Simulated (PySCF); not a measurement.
# Ethyl formate (C3H6O2): electronic excitations at several levels of theory, part 2 of 2

PySCF 2.14.0. Atoms count from 0. The steps go on from the part before.

### Step 9. Ultraviolet spectrum: CAM-B3LYP/def2-SVPD

The job: settings as JSON, then the geometry in Å.

```
{"job": {"kind": "uv", "xc": "CAM-B3LYP", "basis": "def2-SVPD", "ip": true}, "charge": 0, "multiplicity": 1}
C     -1.577816     0.241600     0.393217
C     -0.221361    -0.402791     0.282186
O      0.702081     0.581778    -0.188976
C      1.976966     0.213265    -0.242767
O      2.405271    -0.862351     0.063740
H     -2.316535    -0.494168     0.743126
H     -1.558017     1.077847     1.107368
H     -1.910643     0.628870    -0.580916
H     -0.224101    -1.251233    -0.421572
H      0.135451    -0.793114     1.248550
H      2.588705     1.060297    -0.619028
```

Method: TDDFT CAM-B3LYP/def2-SVPD, vertical, gas phase, core orbitals frozen in the response.

The program printed:

```text
coarse grid: 9152 points
cycle   1  E = -267.8756084562  dE =  7.369e-01  |g| = 8.701e-01  |ddm| = 4.271e+00
cycle   2  E = -267.7053322492  dE =  1.703e-01  |g| = 1.331e+00  |ddm| = 1.805e+00
cycle   3  E = -268.0214231669  dE = -3.161e-01  |g| = 1.582e-01  |ddm| = 1.139e+00
cycle   4  E = -268.0252718727  dE = -3.849e-03  |g| = 6.796e-02  |ddm| = 1.577e-01
cycle   5  E = -268.0260845565  dE = -8.127e-04  |g| = 1.005e-02  |ddm| = 5.298e-02
cycle   6  E = -268.0261059213  dE = -2.136e-05  |g| = 3.385e-03  |ddm| = 1.569e-02
cycle   7  E = -268.0261089388  dE = -3.018e-06  |g| = 7.012e-04  |ddm| = 5.393e-03
final grid: 88272 points
cycle   8  E = -268.0862099590  dE = -2.327e-05  |g| = 3.204e-03  |ddm| = 4.020e-02
cycle   9  E = -268.0862098367  dE =  1.223e-07  |g| = 3.509e-03  |ddm| = 8.172e-03
cycle  10  E = -268.0862122652  dE = -2.428e-06  |g| = 4.921e-04  |ddm| = 3.355e-03
cycle  11  E = -268.0862123048  dE = -3.963e-08  |g| = 2.218e-04  |ddm| = 5.835e-04
cycle  12  E = -268.0862123131  dE = -8.298e-09  |g| = 8.144e-05  |ddm| = 2.453e-04
cycle  13  E = -268.0862123144  dE = -1.326e-09  |g| = 1.625e-05  |ddm| = 7.349e-05
cycle  14  E = -268.0862123145  dE = -6.696e-11  |g| = 4.941e-06  |ddm| = 2.223e-05
converged SCF energy = -268.0862123145

Static polarisability (au): isotropic 45.694, principal 36.705 44.978 55.400

Singlet excitations
state   eV       nm        f      main configurations
  1   5.8831    210.7   0.00181   H->L 0.96
  2   8.0718    153.6   0.07052   H-1->L 0.63, H->L+1 0.19, H->L+2 0.10
  3   8.3247    148.9   0.10191   H->L+1 0.40, H-1->L 0.29, H->L+2 0.23
  4   8.6651    143.1   0.00844   H-1->L+1 0.87
  5   8.6763    142.9   0.00023   H-2->L 0.74, H-5->L 0.16
  6   8.9198    139.0   0.08309   H->L+2 0.43, H->L+3 0.34, H->L+1 0.12
  7   9.3700    132.3   0.00096   H-1->L+2 0.73, H-1->L+3 0.14, H-3->L+1 0.08
  8   9.4432    131.3   0.00913   H->L+3 0.44, H->L+1 0.22, H->L+6 0.15
  9   9.5598    129.7   0.00359   H->L+4 0.86, H->L+10 0.09
 10   9.7366    127.3   0.07663   H-1->L+3 0.67, H-3->L+1 0.10

Triplet excitations (Tamm-Dancoff, eV): 5.3258 6.0325 8.0980 8.1790
Vertical ionisation energy (delta-SCF) = 11.0011 eV
```

Wall time 55 s (1 thread of Arm Neoverse V1, shared host); peak memory 0.69 GiB.

In short: HOMO -9.87 eV, LUMO 1.14 eV; lowest singlet 5.88 eV.

### Step 10. Excited states and response: wB97X-D/def2-SVPD

The job, as its differences from that of step 9:

```diff
@@ -1,2 +1,2 @@
-{"job": {"kind": "uv", "xc": "CAM-B3LYP", "basis": "def2-SVPD", "ip": true}, "charge": 0, "multiplicity": 1}
+{"job": {"kind": "uv", "xc": "wB97X-D", "basis": "def2-SVPD", "ip": true}, "charge": 0, "multiplicity": 1}
 C     -1.577816     0.241600     0.393217
```

Method: TDDFT wB97X-D/def2-SVPD, vertical, gas phase, core orbitals frozen in the response.

The program printed:

```text
coarse grid: 9152 points
cycle   1  E = -267.9109027218  dE =  7.518e-01  |g| = 8.736e-01  |ddm| = 4.043e+00
cycle   2  E = -267.8015033916  dE =  1.094e-01  |g| = 1.214e+00  |ddm| = 1.699e+00
cycle   3  E = -268.0611639236  dE = -2.597e-01  |g| = 1.340e-01  |ddm| = 1.022e+00
cycle   4  E = -268.0638854976  dE = -2.722e-03  |g| = 6.026e-02  |ddm| = 1.390e-01
cycle   5  E = -268.0645409459  dE = -6.554e-04  |g| = 9.239e-03  |ddm| = 5.299e-02
cycle   6  E = -268.0645606198  dE = -1.967e-05  |g| = 3.004e-03  |ddm| = 1.638e-02
cycle   7  E = -268.0645632820  dE = -2.662e-06  |g| = 6.783e-04  |ddm| = 5.629e-03
final grid: 88272 points
cycle   8  E = -268.1142465441  dE = -6.939e-05  |g| = 3.073e-03  |ddm| = 9.018e-02
cycle   9  E = -268.1142480132  dE = -1.469e-06  |g| = 2.573e-03  |ddm| = 1.268e-02
cycle  10  E = -268.1142492231  dE = -1.210e-06  |g| = 8.308e-04  |ddm| = 2.990e-03
cycle  11  E = -268.1142493363  dE = -1.133e-07  |g| = 3.710e-04  |ddm| = 1.464e-03
cycle  12  E = -268.1142493671  dE = -3.077e-08  |g| = 7.182e-05  |ddm| = 4.495e-04
cycle  13  E = -268.1142493683  dE = -1.168e-09  |g| = 2.815e-05  |ddm| = 9.821e-05
cycle  14  E = -268.1142493686  dE = -2.756e-10  |g| = 6.528e-06  |ddm| = 5.566e-05
converged SCF energy = -268.1142493686

Static polarisability (au): isotropic 45.568, principal 36.646 44.810 55.250

Singlet excitations
state   eV       nm        f      main configurations
  1   5.9348    208.9   0.00176   H->L 0.98
  2   8.1620    151.9   0.11653   H-1->L 0.84
  3   8.5513    145.0   0.05980   H->L+1 0.51, H->L+2 0.32, H-1->L 0.09
  4   8.7106    142.3   0.00033   H-2->L 0.76, H-5->L 0.16
  5   8.9629    138.3   0.00980   H-1->L+1 0.85
  6   9.2010    134.8   0.09916   H->L+3 0.44, H->L+2 0.34, H->L+1 0.09
  7   9.6927    127.9   0.00057   H-1->L+2 0.69, H-1->L+3 0.14, H-3->L+1 0.11
  8   9.7753    126.8   0.00174   H->L+3 0.26, H->L+6 0.18, H->L+1 0.18
  9   9.8623    125.7   0.00765   H->L+4 0.83
 10   9.9992    124.0   0.04442   H-3->L 0.45

Triplet excitations (Tamm-Dancoff, eV): 5.4213 6.1560 8.2456 8.3935
Vertical ionisation energy (delta-SCF) = 10.9398 eV
```

Run time: 52 s. Hardware: 1 thread of Arm Neoverse V1, shared host; peak memory 0.67 GiB.

This run: HOMO -10.31 eV, LUMO 1.89 eV; lowest singlet 5.93 eV.

### Step 11. Ultraviolet spectrum: LC-wPBE/def2-SVPD

The job, as its differences from that of step 10:

```diff
@@ -1,2 +1,2 @@
-{"job": {"kind": "uv", "xc": "wB97X-D", "basis": "def2-SVPD", "ip": true}, "charge": 0, "multiplicity": 1}
+{"job": {"kind": "uv", "xc": "LC-wPBE", "basis": "def2-SVPD", "ip": true}, "charge": 0, "multiplicity": 1}
 C     -1.577816     0.241600     0.393217
```

Level: TDDFT LC-wPBE/def2-SVPD, vertical, gas phase, core orbitals frozen in the response.

The program printed:

```text
coarse grid: 9152 points
cycle   1  E = -267.8215501919  dE =  8.215e-01  |g| = 8.953e-01  |ddm| = 3.988e+00
cycle   2  E = -267.7635770586  dE =  5.797e-02  |g| = 1.129e+00  |ddm| = 1.652e+00
cycle   3  E = -267.9824007553  dE = -2.188e-01  |g| = 1.139e-01  |ddm| = 9.804e-01
cycle   4  E = -267.9842929765  dE = -1.892e-03  |g| = 5.941e-02  |ddm| = 1.301e-01
cycle   5  E = -267.9849432117  dE = -6.502e-04  |g| = 9.264e-03  |ddm| = 5.462e-02
cycle   6  E = -267.9849688735  dE = -2.566e-05  |g| = 2.914e-03  |ddm| = 1.717e-02
cycle   7  E = -267.9849719791  dE = -3.106e-06  |g| = 8.427e-04  |ddm| = 5.870e-03
final grid: 88272 points
cycle   8  E = -268.0436337879  dE = -2.149e-05  |g| = 4.151e-03  |ddm| = 4.737e-02
cycle   9  E = -268.0436348556  dE = -1.068e-06  |g| = 3.945e-03  |ddm| = 9.675e-03
cycle  10  E = -268.0436375072  dE = -2.652e-06  |g| = 3.898e-04  |ddm| = 3.420e-03
cycle  11  E = -268.0436375967  dE = -8.958e-08  |g| = 1.642e-04  |ddm| = 7.778e-04
cycle  12  E = -268.0436375979  dE = -1.172e-09  |g| = 3.180e-05  |ddm| = 3.692e-04
cycle  13  E = -268.0436375985  dE = -6.069e-10  |g| = 2.168e-05  |ddm| = 7.767e-05
converged SCF energy = -268.0436375985

Static polarisability (au): isotropic 44.670, principal 35.954 43.932 54.124

Singlet excitations
state   eV       nm        f      main configurations
  1   5.9056    209.9   0.00163   H->L+1 0.93
  2   8.3474    148.5   0.14330   H-1->L+1 0.81
  3   8.7963    141.0   0.05534   H->L 0.46, H->L+2 0.36
  4   8.9338    138.8   0.00011   H-2->L+1 0.69, H-5->L+1 0.21
  5   9.2889    133.5   0.01076   H-1->L 0.76
  6   9.6033    129.1   0.11526   H->L+3 0.51, H->L+2 0.23, H->L+6 0.12
  7  10.0296    123.6   0.00109   H-1->L+2 0.57, H-1->L+3 0.19, H-3->L 0.15
  8  10.1368    122.3   0.00506   H->L+4 0.74, H->L+8 0.09
  9  10.2625    120.8   0.00230   H->L+5 0.30, H->L 0.20, H->L+3 0.14
 10  10.4018    119.2   0.06523   H-1->L+3 0.38, H-1->L+6 0.19, H-3->L 0.09

Triplet excitations (Tamm-Dancoff, eV): 5.3101 6.0903 8.3520 8.5700
Vertical ionisation energy (delta-SCF) = 11.0581 eV
```

Run time: 74 s. Hardware: 1 thread of Arm Neoverse V1, shared host; peak memory 0.6 GiB.

Key values: HOMO -11.17 eV, LUMO 2.37 eV; lowest singlet 5.91 eV.

### Step 12. TDDFT and polarisability: PBE0/6-31G*

The job, as its differences from that of step 11:

```diff
@@ -1,2 +1,2 @@
-{"job": {"kind": "uv", "xc": "LC-wPBE", "basis": "def2-SVPD", "ip": true}, "charge": 0, "multiplicity": 1}
+{"job": {"kind": "uv", "xc": "PBE0", "basis": "6-31G*"}, "charge": 0, "multiplicity": 1}
 C     -1.577816     0.241600     0.393217
```

Level: TDDFT PBE0/6-31G*, vertical, gas phase, core orbitals frozen in the response.

The program printed:

```text
coarse grid: 9152 points
cycle   1  E = -267.9773308729  dE =  6.889e-01  |g| = 8.438e-01  |ddm| = 2.988e+00
cycle   2  E = -267.6722014319  dE =  3.051e-01  |g| = 1.517e+00  |ddm| = 1.701e+00
cycle   3  E = -268.1059732709  dE = -4.338e-01  |g| = 2.486e-01  |ddm| = 1.229e+00
cycle   4  E = -268.1173582542  dE = -1.138e-02  |g| = 7.586e-02  |ddm| = 2.322e-01
cycle   5  E = -268.1183599606  dE = -1.002e-03  |g| = 1.683e-02  |ddm| = 5.369e-02
cycle   6  E = -268.1184236197  dE = -6.366e-05  |g| = 3.781e-03  |ddm| = 1.443e-02
cycle   7  E = -268.1184266898  dE = -3.070e-06  |g| = 9.204e-04  |ddm| = 3.173e-03
final grid: 88272 points
cycle   8  E = -268.0737277393  dE = -6.384e-06  |g| = 1.091e-02  |ddm| = 1.773e-02
cycle   9  E = -268.0737017212  dE =  2.602e-05  |g| = 1.608e-02  |ddm| = 1.801e-02
cycle  10  E = -268.0737514667  dE = -4.975e-05  |g| = 2.058e-03  |ddm| = 1.094e-02
cycle  11  E = -268.0737522935  dE = -8.268e-07  |g| = 3.226e-04  |ddm| = 1.510e-03
cycle  12  E = -268.0737523131  dE = -1.962e-08  |g| = 9.106e-05  |ddm| = 3.050e-04
cycle  13  E = -268.0737523148  dE = -1.680e-09  |g| = 2.040e-05  |ddm| = 8.727e-05
cycle  14  E = -268.0737523149  dE = -9.248e-11  |g| = 4.852e-06  |ddm| = 2.154e-05
converged SCF energy = -268.0737523149

Static polarisability (au): isotropic 37.397, principal 28.508 37.372 46.313

Singlet excitations
state   eV       nm        f      main configurations
  1   5.9768    207.4   0.00157   H->L 1.00
  2   8.2692    149.9   0.11700   H-1->L 0.92
  3   8.6889    142.7   0.00037   H-2->L 0.89
  4   9.7436    127.2   0.05117   H-3->L 0.48, H->L+1 0.44
  5   9.8585    125.8   0.08008   H->L+1 0.49, H-3->L 0.39
  6  10.1777    121.8   0.02106   H-1->L+1 0.82, H-1->L+2 0.11
  7  10.2140    121.4   0.07784   H->L+2 0.69, H-5->L 0.09, H-4->L 0.08
  8  10.2204    121.3   0.02058   H-5->L 0.35, H-4->L 0.35, H->L+2 0.19
  9  10.5215    117.8   0.00091   H-1->L+2 0.78, H-1->L+1 0.10
 10  10.7239    115.6   0.00051   H-4->L 0.51, H-5->L 0.38

Triplet excitations (Tamm-Dancoff, eV): 5.3681 6.0273 8.1629 8.2645
```

Wall time 6.4 s (1 thread of Arm Neoverse V1, shared host); peak memory 0.45 GiB.

Key values: HOMO -7.94 eV, LUMO 0.58 eV; lowest singlet 5.98 eV.

### Step 13. TDDFT and polarisability: PBE0/def2-SVP

The job, as its differences from that of step 12:

```diff
@@ -1,2 +1,2 @@
-{"job": {"kind": "uv", "xc": "PBE0", "basis": "6-31G*"}, "charge": 0, "multiplicity": 1}
+{"job": {"kind": "uv", "xc": "PBE0", "basis": "def2-SVP"}, "charge": 0, "multiplicity": 1}
 C     -1.577816     0.241600     0.393217
```

Method: TDDFT PBE0/def2-SVP, vertical, gas phase, core orbitals frozen in the response.

The program printed:

```text
coarse grid: 9152 points
cycle   1  E = -267.6930027516  dE =  6.567e-01  |g| = 8.386e-01  |ddm| = 3.274e+00
cycle   2  E = -267.3757918089  dE =  3.172e-01  |g| = 1.532e+00  |ddm| = 1.849e+00
cycle   3  E = -267.8193087212  dE = -4.435e-01  |g| = 2.503e-01  |ddm| = 1.344e+00
cycle   4  E = -267.8307128871  dE = -1.140e-02  |g| = 7.765e-02  |ddm| = 2.354e-01
cycle   5  E = -267.8317679580  dE = -1.055e-03  |g| = 1.557e-02  |ddm| = 5.494e-02
cycle   6  E = -267.8318212485  dE = -5.329e-05  |g| = 4.084e-03  |ddm| = 1.477e-02
cycle   7  E = -267.8318249011  dE = -3.653e-06  |g| = 8.683e-04  |ddm| = 3.510e-03
final grid: 88272 points
cycle   8  E = -267.8814404565  dE = -1.015e-05  |g| = 1.137e-02  |ddm| = 2.271e-02
cycle   9  E = -267.8814105891  dE =  2.987e-05  |g| = 1.698e-02  |ddm| = 2.001e-02
cycle  10  E = -267.8814653993  dE = -5.481e-05  |g| = 2.081e-03  |ddm| = 1.245e-02
cycle  11  E = -267.8814662447  dE = -8.453e-07  |g| = 3.055e-04  |ddm| = 1.591e-03
cycle  12  E = -267.8814662615  dE = -1.682e-08  |g| = 1.047e-04  |ddm| = 3.098e-04
cycle  13  E = -267.8814662639  dE = -2.375e-09  |g| = 1.512e-05  |ddm| = 9.882e-05
cycle  14  E = -267.8814662639  dE = -4.809e-11  |g| = 4.590e-06  |ddm| = 1.833e-05
converged SCF energy = -267.8814662639

Static polarisability (au): isotropic 38.057, principal 29.458 37.896 46.816

Singlet excitations
state   eV       nm        f      main configurations
  1   5.9376    208.8   0.00192   H->L 0.99
  2   8.2121    151.0   0.11023   H-1->L 0.91
  3   8.6049    144.1   0.00042   H-2->L 0.89
  4   9.0412    137.1   0.05284   H->L+1 0.94
  5   9.4342    131.4   0.01599   H-1->L+1 0.96
  6   9.5984    129.2   0.08524   H->L+2 0.54, H-3->L 0.32
  7   9.7311    127.4   0.06350   H-3->L 0.51, H->L+2 0.37
  8  10.1462    122.2   0.00701   H-1->L+2 0.51, H-5->L 0.27, H-4->L 0.13
  9  10.1846    121.7   0.00200   H-5->L 0.41, H-1->L+2 0.41, H-4->L 0.10
 10  10.2715    120.7   0.00145   H->L+3 0.86, H->L+4 0.09

Triplet excitations (Tamm-Dancoff, eV): 5.3086 5.9986 8.0765 8.2218
```

Run time: 7.7 s. Hardware: 1 thread of Arm Neoverse V1, shared host; peak memory 0.5 GiB.

This run: HOMO -8.09 eV, LUMO 0.37 eV; lowest singlet 5.94 eV.

### Step 14. Ultraviolet spectrum: PBE0/def2-TZVP

The job, as its differences from that of step 13:

```diff
@@ -1,2 +1,2 @@
-{"job": {"kind": "uv", "xc": "PBE0", "basis": "def2-SVP"}, "charge": 0, "multiplicity": 1}
+{"job": {"kind": "uv", "xc": "PBE0", "basis": "def2-TZVP"}, "charge": 0, "multiplicity": 1}
 C     -1.577816     0.241600     0.393217
```

With the program's defaults for keys left out, this is: TDDFT PBE0/def2-TZVP, vertical, gas phase, core orbitals frozen in the response.

The program printed:

```text
coarse grid: 9152 points
cycle   1  E = -268.0536557574  dE =  6.817e-01  |g| = 8.652e-01  |ddm| = 2.354e+00
cycle   2  E = -267.7268651087  dE =  3.268e-01  |g| = 1.588e+00  |ddm| = 1.721e+00
cycle   3  E = -268.1807127555  dE = -4.538e-01  |g| = 2.537e-01  |ddm| = 1.321e+00
cycle   4  E = -268.1915374884  dE = -1.082e-02  |g| = 8.853e-02  |ddm| = 1.829e-01
cycle   5  E = -268.1927959916  dE = -1.259e-03  |g| = 1.901e-02  |ddm| = 5.007e-02
cycle   6  E = -268.1928698204  dE = -7.383e-05  |g| = 4.578e-03  |ddm| = 1.188e-02
cycle   7  E = -268.1928741158  dE = -4.295e-06  |g| = 9.324e-04  |ddm| = 2.971e-03
final grid: 88272 points
cycle   8  E = -268.1864757351  dE = -3.813e-05  |g| = 1.175e-02  |ddm| = 4.263e-02
cycle   9  E = -268.1864451720  dE =  3.056e-05  |g| = 1.763e-02  |ddm| = 1.483e-02
cycle  10  E = -268.1864996067  dE = -5.443e-05  |g| = 2.152e-03  |ddm| = 9.764e-03
cycle  11  E = -268.1865004285  dE = -8.218e-07  |g| = 4.567e-04  |ddm| = 1.368e-03
cycle  12  E = -268.1865004568  dE = -2.833e-08  |g| = 1.989e-04  |ddm| = 3.291e-04
cycle  13  E = -268.1865004651  dE = -8.301e-09  |g| = 2.682e-05  |ddm| = 1.383e-04
cycle  14  E = -268.1865004653  dE = -1.476e-10  |g| = 7.724e-06  |ddm| = 2.423e-05
converged SCF energy = -268.1865004653

Static polarisability (au): isotropic 43.832, principal 34.551 43.343 53.601

Singlet excitations
state   eV       nm        f      main configurations
  1   5.9013    210.1   0.00181   H->L 0.99
  2   7.9850    155.3   0.10164   H-1->L 0.90
  3   8.4853    146.1   0.03840   H->L+1 0.91
  4   8.5171    145.6   0.00158   H-2->L 0.84
  5   8.8507    140.1   0.01173   H-1->L+1 0.96
  6   9.2697    133.8   0.10792   H->L+2 0.55, H->L+3 0.37
  7   9.4424    131.3   0.02829   H-3->L 0.67, H->L+2 0.14
  8   9.5940    129.2   0.00982   H->L+3 0.56, H->L+2 0.27
  9   9.8103    126.4   0.01674   H-1->L+2 0.78
 10   9.9568    124.5   0.00407   H-5->L 0.43, H-4->L 0.29, H->L+4 0.12

Triplet excitations (Tamm-Dancoff, eV): 5.3074 5.9893 8.0271 8.0858
```

It took 20 s on 1 thread of Arm Neoverse V1, shared host; peak memory 0.79 GiB.

In short: HOMO -8.24 eV, LUMO 0.13 eV; lowest singlet 5.90 eV.

### Step 15. Side by side: electronic excitations

Excitations and ground-state properties, with basis size and wall time:

```tsv
run	lowest singlet (eV)	brightest (eV)	f	gap (eV)	α (Å³)	μ (D)	functions	time
HF/def2-SVPD	6.57	11.35	0.200	15.23	6.25	2.27	154	11 s
LDA/def2-SVPD	5.65	6.97	0.061	5.39	7.20	2.25	154	52 s
PBE/def2-SVPD	5.69	7.13	0.070	5.48	7.13	2.21	154	47 s
B3LYP/def2-SVPD	5.83	7.86	0.115	7.76	6.87	2.22	154	45 s
PBE0/def2-SVPD	5.89	8.10	0.082	8.33	6.79	2.22	154	47 s
BHandHLYP/def2-SVPD	6.09	8.48	0.121	11.17	6.57	2.23	154	47 s
CAM-B3LYP/def2-SVPD	5.88	8.32	0.102	11.01	6.77	2.22	154	55 s
wB97X-D/def2-SVPD	5.93	8.16	0.117	12.20	6.75	2.23	154	52 s
LC-wPBE/def2-SVPD	5.91	8.35	0.143	13.54	6.62	2.22	154	74 s
PBE0/6-31G*	5.98	8.27	0.117	8.52	5.54	2.07	82	6.4 s
PBE0/def2-SVP	5.94	8.21	0.110	8.46	5.64	2.03	100	7.7 s
PBE0/def2-TZVP	5.90	9.27	0.108	8.37	6.50	2.17	191	20 s
```

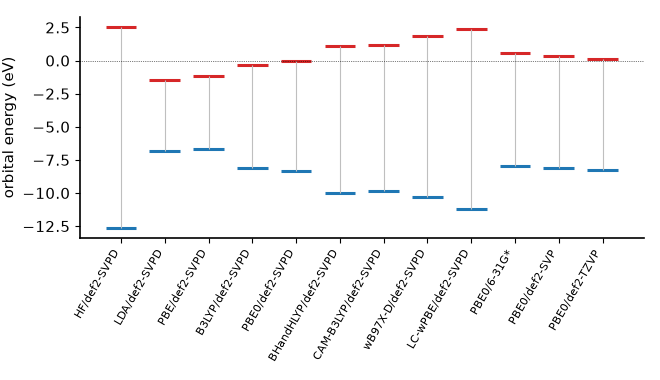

HOMO (blue) and LUMO (red) run by run.

Measured dipole: 1.98 D (gas; NIST CCCBDB Release 22 (SRD 101), experimental dipoles).

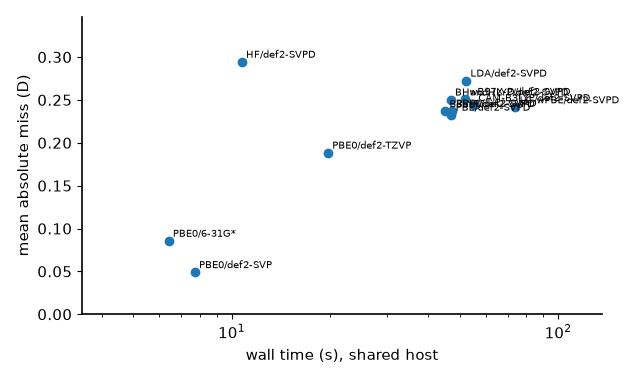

Cost against miss for the measured dipole.

Measured polarisability: 6.88 Å³ (gas; NIST CCCBDB Release 22 (SRD 101), experimental polarizabilities).

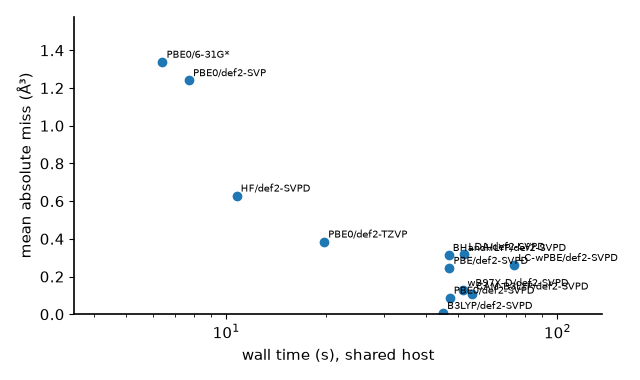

Cost against miss for the measured polarisability.

### Step 16. Summary of results

What follows sums up all 2 parts.

```
                                quantity                         value
                             point group                            C1
    rotational constants (main isotopes)         18.06, 2.92, 2.60 GHz
           lowest singlet (HF/def2-SVPD)   6.57 eV (189 nm), f = 0.002
brightest single state of those computed  state 8, 11.35 eV, f = 0.200
                          lowest triplet                       6.04 eV
       vertical ionisation energy (ΔSCF)                       9.60 eV
             range of the lowest singlet               5.65 to 6.57 eV
```

In words: Single values in the summary come from the first run of each kind that ended normally (HF/def2-SVPD), which need not be the best level. The first singlet state (HOMO→LUMO+3 0.29, HOMO→LUMO+5 0.25) lies at 6.57 eV and is weak; of the 10 states computed, the strongest absorption comes from state 8 at 11.35 eV (the last state computed is bright too, and its partners may lie past the list). The lowest triplet lies 0.53 eV below the lowest singlet (triplets in Tamm-Dancoff, singlets in full TDDFT). At HF/def2-SVPD, the highest states lie near or above the ionisation energy, where they hang on the basis. The dipole moment, 2.27 D, compares with 1.98 D measured (one conformer here). The polarisability is 9 % below the measured 6.88 Å³. For the measured dipole, PBE0/def2-SVP misses least (0.05 D, 7.7 s) and HF/def2-SVPD most (0.29 D, 11 s); the quickest, PBE0/6-31G*, misses by 0.09 D in 6.4 s. For the measured polarisability, B3LYP/def2-SVPD misses least (0.01 Å³, 45 s) and PBE0/6-31G* most (1.34 Å³, 6.4 s). One molecule ranks no method: errors cancel, and vibration and temperature are missing from all runs.
